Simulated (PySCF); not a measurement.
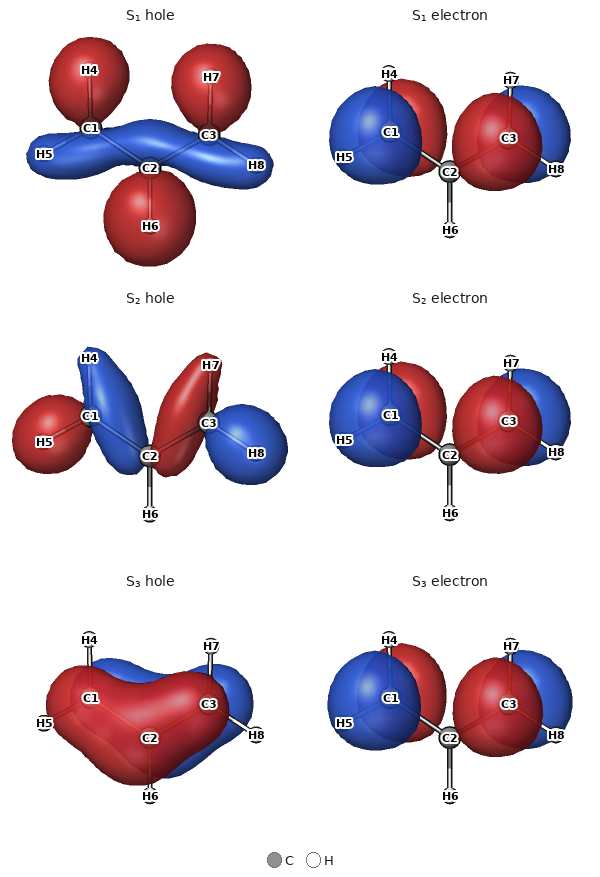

Figure 1: C$_{3}$H$_{5}$, charge +1, SMILES `C=C[CH2+]`. Leading natural transition orbitals (TDA singlet states).

Level of theory: BHandHLYP/def2-SVPD (PySCF), at a geometry from GFN2-xTB. No frequency check shows the geometry to be a minimum.

Describe these excited states.

Answer. By state:
- S₁: 5.57 eV (223 nm), f = 0.000 (dark), σ → π*; the leading pair carries 99 %; hole on C2 (25 %), C1 and C3 (17 % each) and H6 (17 %), electron on C1 and C3 (38 % each) and C2 (10 %); their centroids lie 0.3 Å apart.
- S₂: 6.03 eV (206 nm), f = 0.001 (very weak), σ → π*; the leading pair carries 98 %; hole on C1 and C3 (26 % each), H5 and H8 (13 % each) and C2 (13 %), electron on C1 and C3 (38 % each) and C2 (10 %); their centroids lie 0.1 Å apart.
- S₃: 6.30 eV (197 nm), f = 0.591 (bright), π → π*; the leading pair carries 94 %; hole on C2 (41 %) and C1 and C3 (24 % each), electron on C1 and C3 (36 % each) and C2 (10 %); their centroids lie 0.3 Å apart.

Run time: 110 s on 1 thread of Arm Neoverse V2, with other jobs on the host, peak memory 0.52 GiB.
